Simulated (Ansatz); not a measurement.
## LiZn4As3, from a guessed structure to a relaxed one

This structure for LiZn4As3 is made up. Its elements were placed in a known structure type with a cell scaled to their sizes. What cell does the guess relax to, and how far off was it?

Calculated with Ansatz 0.2.0; DFT, PBE, plane-wave PAW, files of the set soft_1, scalar-relativistic, no spin, cell and ions relaxed at zero pressure; PAW set soft_1, in the first sound run; inputs show where later runs differ.

## 1. Set-up

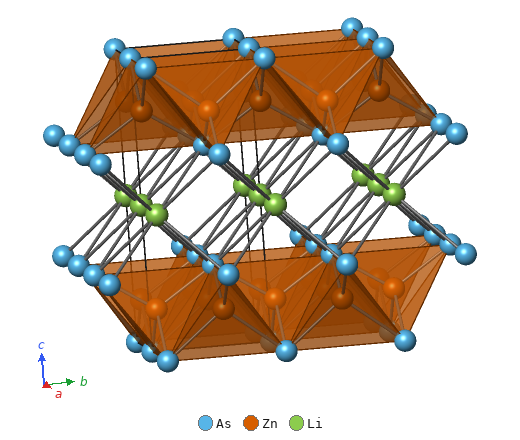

The starting structure, seen slightly off an axis (arsenic blue, zinc orange, lithium green). 2×2×1 cells are drawn. Some periodic images of atoms are drawn too.

## 2. Relaxing cell and atoms

The guess takes its coordinates from another compound and its volume from a rule, so the cell and any free coordinates are relaxed together.

Contents of input.yaml:

```yaml
crystal:
  lattice:
    - [3.7, 0.0, 0.0]
    - [0.0, 3.7, 0.0]
    - [0.0, 0.0, 9.085]
  atoms:
    - { symbol: As, position: [0.0, 0.0, 0.0] }
    - { symbol: As, position: [0.5, 0.5, 0.7057] }
    - { symbol: As, position: [0.5, 0.5, 0.2943] }
    - { symbol: Zn, position: [0.5, 0.0, 0.8381] }
    - { symbol: Zn, position: [0.0, 0.5, 0.8381] }
    - { symbol: Zn, position: [0.5, 0.0, 0.1619] }
    - { symbol: Zn, position: [0.0, 0.5, 0.1619] }
    - { symbol: Li, position: [0.0, 0.0, 0.5] }
kpoints:
  mp_grid: { grid: [7, 7, 3] }
scf:
  occupations: { method: fermi_dirac, width: 0.05 }
hamiltonian:
  xc: pbe
  pseudopotentials: { kind: paw, azcp: { folder: soft_1 } }
relax:
  f_tol: 0.015
  max_steps: 70
  cell: {}
output:
  forces: true
  stress: true
```

On the command line:

```sh
$ ansatz run input.yaml --threads 4 --pin off --max-ram 10240MiB --backend cpu --events-out ev --progress --plain --runs-dir out
```

Numbers of over 12 decimals in the logs are rounded to 6 here.

What it wrote:

```text
Engine: ansatz 0.2.0, x86_64-unknown-linux-gnu
Pseudopotentials: kind: paw
Pseudopotential: As, paw, valence charge 15, recommended cutoff 420 eV (normal), soft_1/As.paw.azcp
Pseudopotential: Zn, paw, valence charge 12, recommended cutoff 420 eV (normal), soft_1/Zn.paw.azcp
Pseudopotential: Li, paw, valence charge 3, recommended cutoff 420 eV (normal), soft_1/Li.paw.azcp
Functional definition: PBE
  parameter kappa = 0.804
  parameter beta = 0.066725
  exchange = pbe_x(kappa = kappa, mu = beta*pi^2/3)
  correlation = pbe_c(beta = beta)
Crystal: 8 atoms, lattice volume = 124.374 Å³
Basis set: ecut = 420 eV, 2447 PW (Γ), exchange–correlation on 50×50×128 points (8 copies of the dense FFT grid, shifted against one another)
Bands: 58, of which v1, the nominal top of the filled ones, is band 48 counted from 1 (47 counted from 0)
Symmetry: 16 space group operations
Space group: P4/mmm (ITA 123), of the structure as read, at distance tolerance 5.0e-5 Å
k-points: 20 of 147
Non-local potential: As, projectors of the file, l = 0: 2, l = 1: 2, l = 2: 3, l = 3: 1
Non-local potential: Zn, projectors of the file, l = 0: 2, l = 1: 2, l = 2: 3, l = 3: 1
Non-local potential: Li, projectors of the file, l = 0: 3, l = 1: 2, l = 2: 1
PAW form: soft (Blöchl's): semilocal exchange-correlation on the pseudo side does not see the compensation charge
PAW one-centre angular grid: As, 590 points (default); XC on 64 Gauss nodes
PAW one-centre angular grid: Zn, 590 points (default); XC on 64 Gauss nodes
PAW one-centre angular grid: Li, 110 points (default); XC on 96 Gauss nodes
Initial density: superposition of atomic densities (chi_scale 0.1, normalization cell, long waves kept (reshape's long-wave potential 0.12 eV rms))
Initial wavefunctions: pseudopotential atomic-orbital guess
Functional: x = pbe(κ = 0.804, μ = 0.219515), c = pbe(β = 0.066725)
SCF iter   1: F=—  HF=-28045.551775 eV  |F-HF|=—  |Δ(HF+E_count)|=         —  Δρ=3.57e-2  dr2=1.26e0  ethr=3.10e-3  ⟨swp⟩=7.0  Hψ=5432  notcnv=0  defer=2
preconditioner: auto → LDOS  [insulator: Δε(μ)=0.171 eV  Ē_g=11.625 eV  σ=0.050 eV  W_gap=0.68  n_scr=38 (ndim 8)  ℏωp=26.6 eV  f_vac=0.013  D(μ)=0.37/eV (n_scr^D=2)  ε∞_Penn≈6.3  β→1.0]
SCF iter   2: F=—  HF=-28045.502897 eV  |F-HF|=—  |Δ(HF+E_count)|=   4.89e-2  Δρ=1.75e-2  dr2=8.02e-1  ethr=1.31e-3  ⟨swp⟩=3.1  Hψ=2230  notcnv=0  defer=63
SCF iter   3: F=—  HF=-28045.358993 eV  |F-HF|=—  |Δ(HF+E_count)|=   1.44e-1  Δρ=1.05e-2  dr2=2.00e-1  ethr=8.36e-4  ⟨swp⟩=3.1  Hψ=2165  notcnv=0  defer=60
SCF iter   4: F=—  HF=-28045.312662 eV  |F-HF|=—  |Δ(HF+E_count)|=   4.63e-2  Δρ=1.51e-3  dr2=4.54e-3  ethr=2.08e-4  ⟨swp⟩=2.9  Hψ=2005  notcnv=0  defer=60
SCF iter   5: F=—  HF=-28045.311280 eV  |F-HF|=—  |Δ(HF+E_count)|=   1.38e-3  Δρ=4.06e-4  dr2=1.86e-4  ethr=4.73e-6  ⟨swp⟩=2.0  Hψ=2038  notcnv=0  defer=60
SCF iter   6: F=—  HF=-28045.311287 eV  |F-HF|=—  |Δ(HF+E_count)|=   7.34e-6  Δρ=1.11e-4  dr2=1.68e-5  ethr=1.93e-7  ⟨swp⟩=2.0  Hψ=1941  notcnv=0  defer=60
SCF iter   7: F=—  HF=-28045.311275 eV  |F-HF|=—  |Δ(HF+E_count)|=   1.19e-5  Δρ=1.81e-5  dr2=3.72e-7  ethr=1.75e-8  ⟨swp⟩=2.0  Hψ=2038  notcnv=0  defer=60
SCF iter   8: F=-28045.311276 eV  HF=-28045.311276 eV  |F-HF|=3.98e-9  |Δ(HF+E_count)|=   1.81e-7  Δρ=4.25e-6  dr2=3.94e-8  ethr=1.04e-10  ⟨swp⟩=5.0  Hψ=4627  notcnv=0
SCF 1 converged in 8 iterations: F = -28045.311276 eV  dr2 = 3.94e-8
  greatest PAW one-centre occupation: 1.000 electrons in one spin orbital (limit 2), on the Li atom at site 7 (counted from 0), in its partial waves of l = 0
relax step   1: F+E_penalty+E_count = -28045.31127565 eV  Δ(F+E_penalty+E_count) = +0.000e0 eV  max|allowed force component| = 6.365e0 eV/Å  Δτ_max = 0.0000 Å  P = +41.978 GPa  Ω = 124.374 Å³  (8 SCF iters, dr2 threshold 1.00e-7 eV, accepted)
Crystal: 8 atoms, lattice volume = 142.064 Å³
Basis set: ecut = 420 eV, 2791 PW (Γ), exchange–correlation on 50×50×128 points (8 copies of the dense FFT grid, shifted against one another)
Initial density: handed on by an earlier stage of this run
Initial wavefunctions: those handed on with the density
iter 1 solved again at ethr=2.30e-4 eV; its pass at ethr=3.10e-3 eV (dr2=2.21e-1 eV) is discarded
SCF iter   1: F=—  HF=-28049.367038 eV  |F-HF|=—  |Δ(HF+E_count)|=         —  Δρ=1.25e-2  dr2=2.20e-1  ethr=2.30e-4  ⟨swp⟩=2.5  Hψ=7111  notcnv=0
preconditioner: auto → LDOS  [insulator: Δε(μ)=0.253 eV  Ē_g=10.884 eV  σ=0.050 eV  W_gap=0.60  n_scr=38 (ndim 8)  ℏωp=24.9 eV  f_vac=0.114  D(μ)=0.66/eV (n_scr^D=2)  ε∞_Penn≈6.2  β→1.0]
SCF iter   2: F=—  HF=-28049.475574 eV  |F-HF|=—  |Δ(HF+E_count)|=   1.09e-1  Δρ=1.73e-2  dr2=5.62e-1  ethr=2.29e-4  ⟨swp⟩=5.0  Hψ=2668  notcnv=0  recentre
preconditioner: auto → Resta (q_TF=auto, 2.556 Å⁻¹)  ε∞=6.7  [insulator: Δε(μ)=0.303 eV  Ē_g=10.437 eV  σ=0.050 eV  W_gap=0.91  n_scr=38 (ndim 8)  ℏωp=24.9 eV  f_vac=0.101  D(μ)=0.19/eV (n_scr^D=0)  ε∞_Penn≈6.7  β→0.5]
SCF iter   3: F=—  HF=-28049.339596 eV  |F-HF|=—  |Δ(HF+E_count)|=   1.36e-1  Δρ=3.50e-3  dr2=1.23e-2  ethr=2.29e-4  ⟨swp⟩=3.8  Hψ=2195  notcnv=0  defer=68
SCF iter   4: F=—  HF=-28049.342444 eV  |F-HF|=—  |Δ(HF+E_count)|=   2.85e-3  Δρ=1.59e-3  dr2=2.80e-3  ethr=1.28e-5  ⟨swp⟩=2.0  Hψ=2163  notcnv=0  defer=68
SCF iter   5: F=—  HF=-28049.341910 eV  |F-HF|=—  |Δ(HF+E_count)|=   5.34e-4  Δρ=4.27e-4  dr2=3.63e-4  ethr=2.91e-6  ⟨swp⟩=2.0  Hψ=2034  notcnv=0  defer=68
SCF iter   6: F=—  HF=-28049.342014 eV  |F-HF|=—  |Δ(HF+E_count)|=   1.04e-4  Δρ=1.82e-4  dr2=4.76e-5  ethr=3.78e-7  ⟨swp⟩=2.0  Hψ=2045  notcnv=0  defer=68
SCF iter   7: F=—  HF=-28049.342052 eV  |F-HF|=—  |Δ(HF+E_count)|=   3.76e-5  Δρ=1.06e-4  dr2=1.14e-5  ethr=4.95e-8  ⟨swp⟩=2.0  Hψ=2039  notcnv=0  defer=68
SCF iter   8: F=—  HF=-28049.342060 eV  |F-HF|=—  |Δ(HF+E_count)|=   8.09e-6  Δρ=1.84e-5  dr2=1.51e-6  ethr=1.19e-8  ⟨swp⟩=2.0  Hψ=2040  notcnv=0  defer=68
SCF iter   9: F=-28049.342060 eV  HF=-28049.342060 eV  |F-HF|=2.92e-8  |Δ(HF+E_count)|=   3.57e-7  Δρ=9.98e-6  dr2=1.40e-7  ethr=8.33e-10  ⟨swp⟩=5.0  Hψ=5067  notcnv=0
SCF 2 converged in 9 iterations: F = -28049.342060 eV  dr2 = 1.40e-7
relax step   2: F+E_penalty+E_count = -28049.34206006 eV  Δ(F+E_penalty+E_count) = -4.031e0 eV  max|allowed force component| = 2.424e0 eV/Å  Δτ_max = 0.1349 Å  P = +15.133 GPa  Ω = 142.064 Å³  energy of the carried Pulay correction = -9.465e-3 eV  (9 SCF iters, dr2 threshold 8.00e-7 eV, accepted)
Crystal: 8 atoms, lattice volume = 155.952 Å³
Basis set: ecut = 420 eV, 3041 PW (Γ), exchange–correlation on 50×50×128 points (8 copies of the dense FFT grid, shifted against one another)
[...]
SCF iter   3: F=—  HF=-28050.328478 eV  |F-HF|=—  |Δ(HF+E_count)|=   5.64e-4  Δρ=1.55e-3  dr2=4.02e-3  ethr=1.02e-5  ⟨swp⟩=2.0  Hψ=2219  notcnv=0  defer=1
SCF iter   4: F=—  HF=-28050.328739 eV  |F-HF|=—  |Δ(HF+E_count)|=   2.62e-4  Δρ=6.50e-4  dr2=8.78e-4  ethr=4.19e-6  ⟨swp⟩=2.0  Hψ=2089  notcnv=0  defer=1
SCF iter   5: F=—  HF=-28050.328979 eV  |F-HF|=—  |Δ(HF+E_count)|=   2.40e-4  Δρ=1.80e-4  dr2=8.30e-5  ethr=9.15e-7  ⟨swp⟩=2.0  Hψ=2194  notcnv=0  defer=1
SCF iter   6: F=—  HF=-28050.329030 eV  |F-HF|=—  |Δ(HF+E_count)|=   5.14e-5  Δρ=8.54e-5  dr2=1.56e-5  ethr=8.64e-8  ⟨swp⟩=2.0  Hψ=2046  notcnv=0  defer=1
SCF iter   7: F=—  HF=-28050.329039 eV  |F-HF|=—  |Δ(HF+E_count)|=   8.29e-6  Δρ=5.85e-5  dr2=3.82e-6  ethr=1.62e-8  ⟨swp⟩=3.0  Hψ=2140  notcnv=0  defer=1
SCF iter   8: F=-28050.329041 eV  HF=-28050.329041 eV  |F-HF|=1.28e-7  |Δ(HF+E_count)|=   2.08e-6  Δρ=1.36e-5  dr2=2.98e-7  ethr=8.33e-10  ⟨swp⟩=3.8  Hψ=5393  notcnv=0
SCF 3 converged in 8 iterations: F = -28050.329041 eV  dr2 = 2.98e-7
relax step   3: F+E_penalty+E_count = -28050.32904070 eV  Δ(F+E_penalty+E_count) = -9.870e-1 eV  max|allowed force component| = 7.223e-1 eV/Å  Δτ_max = 0.0628 Å  P = +4.566 GPa  Ω = 155.952 Å³  energy of the carried Pulay correction = -1.606e-2 eV  (8 SCF iters, dr2 threshold 8.00e-7 eV, accepted)
[... from here on, the SCF cycles and remarks between the steps are left out ...]
relax step   4: F+E_penalty+E_count = -28050.48459356 eV  Δ(F+E_penalty+E_count) = -1.556e-1 eV  max|allowed force component| = 1.085e-1 eV/Å  Δτ_max = 0.0786 Å  P = +1.150 GPa  Ω = 160.484 Å³  energy of the carried Pulay correction = -1.808e-2 eV  (8 SCF iters, dr2 threshold 8.00e-7 eV, accepted)
relax step   5: F+E_penalty+E_count = -28050.49200241 eV  Δ(F+E_penalty+E_count) = -7.409e-3 eV  max|allowed force component| = 2.628e-2 eV/Å  Δτ_max = 0.0354 Å  P = -0.156 GPa  Ω = 165.014 Å³  energy of the carried Pulay correction = -2.004e-2 eV  (6 SCF iters, dr2 threshold 8.00e-7 eV, accepted)
relax step   6: F+E_penalty+E_count = -28050.49421445 eV  Δ(F+E_penalty+E_count) = -2.212e-3 eV  max|allowed force component| = 9.038e-3 eV/Å  Δτ_max = 0.0195 Å  P = -0.039 GPa  Ω = 164.018 Å³  energy of the carried Pulay correction = -1.961e-2 eV  (7 SCF iters, dr2 threshold 9.46e-8 eV, accepted)
relax step   7: F+E_penalty+E_count = -28050.49437238 eV  Δ(F+E_penalty+E_count) = -1.579e-4 eV  max|allowed force component| = 3.508e-3 eV/Å  Δτ_max = 0.0011 Å  P = -0.002 GPa  Ω = 163.872 Å³  energy of the carried Pulay correction = -1.955e-2 eV  (5 SCF iters, dr2 threshold 2.68e-8 eV, accepted)
relax step   8: F+E_penalty+E_count = -28050.52672942 eV  Δ(F+E_penalty+E_count) = -3.236e-2 eV  max|allowed force component| = 3.189e-3 eV/Å  Δτ_max = 0.0000 Å  P = +0.288 GPa  Ω = 163.872 Å³  stress off target by 3.49e-1 GPa  SCF on the basis re-selected at this cell (its energy is not comparable with the rows above)  (11 SCF iters)
relax step   9: F+E_penalty+E_count = -28050.52746748 eV  Δ(F+E_penalty+E_count) = -7.381e-4 eV  max|allowed force component| = 2.138e-2 eV/Å  Δτ_max = 0.0110 Å  P = +0.046 GPa  Ω = 165.053 Å³  energy of the carried Pulay correction = -5.202e-4 eV  (6 SCF iters, dr2 threshold 3.05e-7 eV, accepted)
relax step  10: F+E_penalty+E_count = -28050.52751727 eV  Δ(F+E_penalty+E_count) = -4.979e-5 eV  max|allowed force component| = 8.622e-4 eV/Å  Δτ_max = 0.0017 Å  P = -0.001 GPa  Ω = 165.140 Å³  energy of the carried Pulay correction = -5.588e-4 eV  (6 SCF iters, dr2 threshold 2.86e-8 eV, accepted)
iter 1 solved again at ethr=7.75e-8 eV; its pass at ethr=3.10e-3 eV (dr2=7.44e-5 eV) is discarded
SCF iter   1: F=—  HF=-28050.527742 eV  |F-HF|=—  |Δ(HF+E_count)|=         —  Δρ=1.02e-4  dr2=6.14e-7  ethr=7.75e-8  ⟨swp⟩=3.2  Hψ=8046  notcnv=0
preconditioner: auto → LDOS  [insulator: Δε(μ)=0.126 eV  Ē_g=9.866 eV  σ=0.050 eV  W_gap=0.55  n_scr=46 (ndim 8)  ℏωp=23.1 eV  f_vac=0.106  D(μ)=0.38/eV (n_scr^D=2)  ε∞_Penn≈6.5  β→1.0]
SCF iter   2: F=—  HF=-28050.528057 eV  |F-HF|=—  |Δ(HF+E_count)|=   3.15e-4  Δρ=3.12e-5  dr2=8.29e-7  ethr=6.40e-10  ⟨swp⟩=2.0  Hψ=2127  notcnv=0
SCF iter   3: F=—  HF=-28050.528057 eV  |F-HF|=—  |Δ(HF+E_count)|=   1.57e-7  Δρ=4.13e-5  dr2=1.50e-6  ethr=6.40e-10  ⟨swp⟩=2.0  Hψ=1802  notcnv=0
SCF iter   4: F=—  HF=-28050.528056 eV  |F-HF|=—  |Δ(HF+E_count)|=   6.08e-7  Δρ=5.48e-6  dr2=3.71e-8  ethr=6.40e-10  ⟨swp⟩=2.0  Hψ=1736  notcnv=0
SCF iter   5: F=—  HF=-28050.528057 eV  |F-HF|=—  |Δ(HF+E_count)|=   1.24e-8  Δρ=8.90e-7  dr2=3.11e-9  ethr=3.87e-11  ⟨swp⟩=2.0  Hψ=1740  notcnv=0
SCF iter   6: F=-28050.528057 eV  HF=-28050.528057 eV  |F-HF|=5.97e-10  |Δ(HF+E_count)|=   1.50e-8  Δρ=1.71e-7  dr2=2.48e-11  ethr=1.00e-12  ⟨swp⟩=3.9  Hψ=4526  notcnv=0
SCF 11 converged in 6 iterations: F = -28050.528057 eV  dr2 = 2.48e-11
relax step  11: F+E_penalty+E_count = -28050.52805652 eV  Δ(F+E_penalty+E_count) = -5.393e-4 eV  max|allowed force component| = 9.034e-4 eV/Å  Δτ_max = 0.0000 Å  P = -0.001 GPa  Ω = 165.140 Å³  stress off target by 1.44e-3 GPa  SCF on the basis re-selected at this cell (its energy is not comparable with the rows above)  (6 SCF iters)
basis re-selected at this cell: Δ(F+E_penalty+E_count) = -5.393e-4 eV, ΔP = -0.000 GPa vs the last step (what re-selecting the basis moved, of the pressure what is left beyond the Pulay correction that the steps carried, after the strain that the cell walked since its last selection, with what the two solves' SCF thresholds leave and, on support functions, any second-order correction that the steps lacked; it is no m [...]
SCF converged after 6 iterations
Free energy (F): -28050.528057 eV
Harris-Foulkes:  -28050.528057 eV  (|F-HF|=5.97e-10)
Internal energy: -28050.524358 eV  (E = F + TS)
E sigma→0 (E₀):  -28050.526207 eV
Entropy (-TS):   -0.003699 eV (-0.462 meV/atom)
Fermi energy:    7.796949 eV
--- Per-component energies (eV) ---
  E_band       = -836.958043
  E_kinetic    = 893.793373
  E_local      = -16933.689228  (includes V_loc(G=0)·N_el)
  E_nonlocal   = 2078.095192
  E_hartree    = 7795.543813
  E_xc         = -532.204278
  E_vxc        = -434.684992  (∫ρ·V_xc dr)
  E_paw        = -13653.499052  (= ΣΔE_a)
  E_vpaw       = -2031.559484  (= ΣTr[D̂ρ^β])
  E_aug_tail   = -0.000765  (compensation charges beyond the density's cutoff)
  E_ewald      = -7698.563413
  E_smearing   = -0.003699  (= −TS)
  E_closure    = -0.000000  (closes the sum)
  Σ components = -28050.528057   (vs F -28050.528057, Δ=0.00e0)
--- Forces (eV/Å), atoms counted from 1 ---
  atom   1  As    -0.00000000     0.00000000     0.00000000
  atom   2  As     0.00000000     0.00000000     0.00090341
  atom   3  As     0.00000000     0.00000000    -0.00090341
  atom   4  Zn     0.00000000     0.00000000     0.00013217
  atom   5  Zn     0.00000000     0.00000000     0.00013217
  atom   6  Zn     0.00000000     0.00000000    -0.00013217
  atom   7  Zn     0.00000000     0.00000000    -0.00013217
  atom   8  Li    -0.00000000     0.00000000     0.00000000
  max |Σ_I F_I| component: 4.14e-17 eV/Å
--- Stress (GPa, compression-positive) ---
       -0.001440       0.000000       0.000000
        0.000000      -0.001440       0.000000
        0.000000       0.000000       0.000563
  P = ⅓ Tr σ = -0.0008 GPa (-0.008 kbar)
--- Relaxed structure (9 steps of the walk, 9 accepted, 2 SCFs on fresh bases) ---
  F+E_penalty+E_count = -28050.52805652 eV   max|allowed force component| = 9.034e-4 eV/Å   (the final SCF, on the basis selected at the relaxed cell)
  cell:  # Å, volume = 165.1405 Å³
    - [4.104976, 0, 0.0]
    - [0, 4.104976, 0.0]
    - [0.0, 0.0, 9.800138]
  atoms:
    - { symbol: As, position: [0, 0, -2.879072912626614e-19] }
    - { symbol: As, position: [0.5, 0.5, 0.678083] }
    - { symbol: As, position: [0.5, 0.5, 0.321917] }
    - { symbol: Zn, position: [0.5, 0, 0.828129] }
    - { symbol: Zn, position: [0, 0.5, 0.828129] }
    - { symbol: Zn, position: [0.5, 0, 0.171871] }
    - { symbol: Zn, position: [0, 0.5, 0.171871] }
    - { symbol: Li, position: [0, 0, 0.500000] }
```

Elapsed: 21 s, on 4 threads of AMD EPYC 7R13 (Zen 3), shared host; peak memory 0.77 GiB; 78 s of CPU time.

Relaxation path:

```tsv
step	energy less that of the first step (eV)	largest force component (eV/Å)	pressure (GPa)	volume (Å³)
1	0.0000	6.3646	41.98	124.37
2	-4.0308	2.4238	15.13	142.06
3	-5.0178	0.7223	4.57	155.95
4	-5.1733	0.1085	1.15	160.48
5	-5.1807	0.0263	-0.16	165.01
6	-5.1829	0.0090	-0.04	164.02
7	-5.1831	0.0035	0.00	163.87
8*	-5.2155	0.0032	0.29	163.87
9	-5.2162	0.0214	0.05	165.05
10	-5.2162	0.0009	0.00	165.14
11*	-5.2168	0.0009	0.00	165.14
```

Relaxation steps marked * repeat the geometry before them on a plane-wave basis chosen anew for their cell, so energy and pressure can jump there.

The run keeps the 16 symmetry operations that it works with, so distortions that break them were not tested.

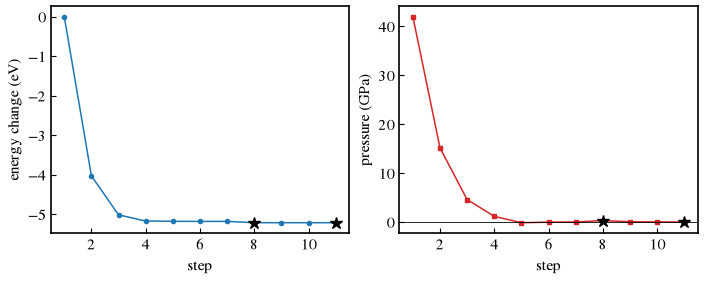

Energy and pressure along the relaxation. Stars mark steps on a basis chosen anew.

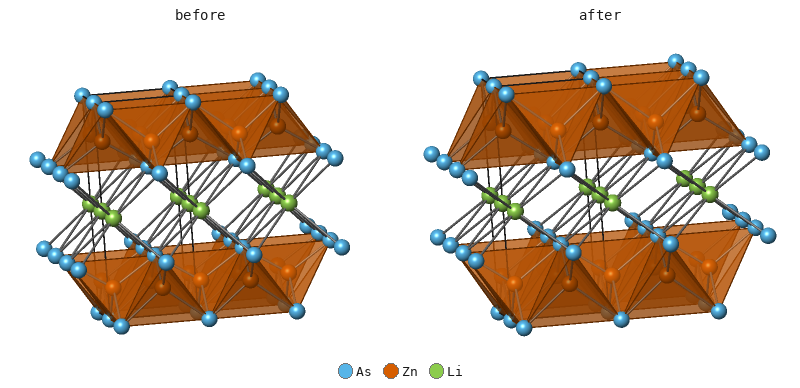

The structure before and after the relaxation, drawn at the same scale.

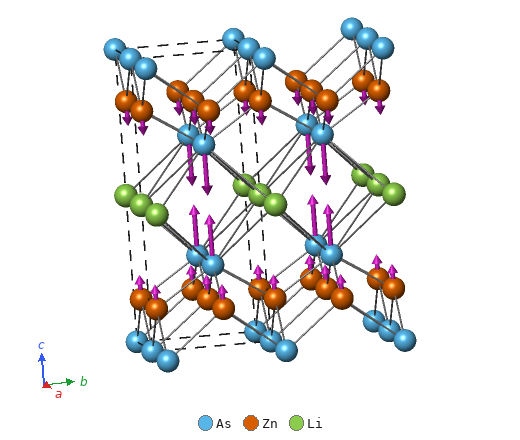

Displacements in the relaxation, exaggerated, measured against the changing cell; the longest in the cell stands for 0.27 Å. 2×2×1 cells are drawn. Some periodic images of atoms are drawn too.

```tsv
conventional cell, symmetrised	before	after	change
a (Å)	3.700	4.105	+10.9 %
b (Å)	3.700	4.105	+10.9 %
c (Å)	9.085	9.800	+7.9 %
volume (Å³/atom)	15.55	20.64	+32.8 %
```

The atoms that moved most (Å, as changes of fractional coordinates times the final cell):

```tsv
atom	dx	dy	dz	length
As2	0.000	0.000	-0.271	0.271
As3	0.000	0.000	0.271	0.271
Zn4	0.000	0.000	-0.098	0.098
Zn5	0.000	0.000	-0.098	0.098
Zn7	0.000	0.000	0.098	0.098
Zn6	0.000	0.000	0.098	0.098
```

Numbers from this step:

| Item | Value |
| --- | --- |
| free energy | -28050.5281 eV |
| energy at zero smearing | -28050.5262 eV |
| smearing term TS | 0.003699 eV |
| Fermi energy | 7.797 eV |
| gap by band count | 0.1259 eV |
| electrons | 96 |
| symmetry operations | 16 |
| pressure | -7.73e-4 GPa |

Shortest distances by pair of elements, guess and relaxed (not always the same contact):

```tsv
pair	guess (Å)	relaxed (Å)
As–Zn	2.207	2.525
Zn–Zn	2.616	2.903
As–Li	3.215	3.387
As–As	3.700	3.490
Li–Zn	3.586	3.815
```

The relaxation ends with a largest force component of 9.0e-4 eV/Å and a pressure of 0.00 GPa.

[end of part 1 of 2]

[Logs are printed without paths, hosts, clocks, repeated set-up lines and the standing remarks that a program may print on its own settings, such as how far it seeks lower states.]

[Hosts, paths, dates, database ids (printed as entryN), source tags and the programs' standing remarks are cut or masked in the printed files.]
